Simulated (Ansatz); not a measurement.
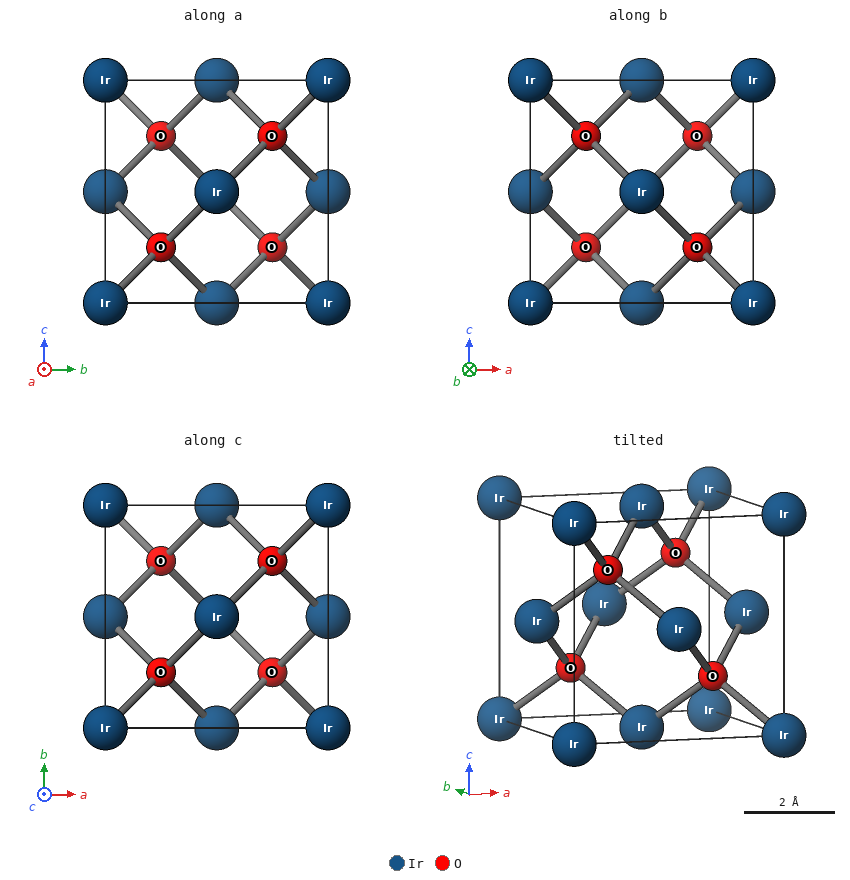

An orthographic ball-and-stick view of the structure, along the a axis, along the b axis, along the c axis and slightly off an axis. The parallelepiped is the conventional unit cell.

Lattice parameters: a = 4.953 Å, b = 4.953 Å, c = 4.953 Å, α = 90.00°, β = 90.00°, γ = 90.00°.

Record the structure as a table of Wyckoff sites.

Answer. Space group F-43m (No. 216).
```tsv
atom	site	x	y	z
Ir	4a	0.0000	0.0000	0.0000
O	4d	0.2500	0.2500	0.7500
```

The structure was taken from a structure type filled with these elements by a generator (whether the compound takes this form wasn't checked). Earlier steps of the study, as a rule a relaxation of our own, may have changed the cell and positions, so they can lie some per cent off the listed ones. Ansatz was used for an electronic-structure calculation on it.

At this level of theory the run's own cell isn't at rest (stretched, at -15 GPa), so its distances can differ from those at equilibrium, the more so the softer the solid.
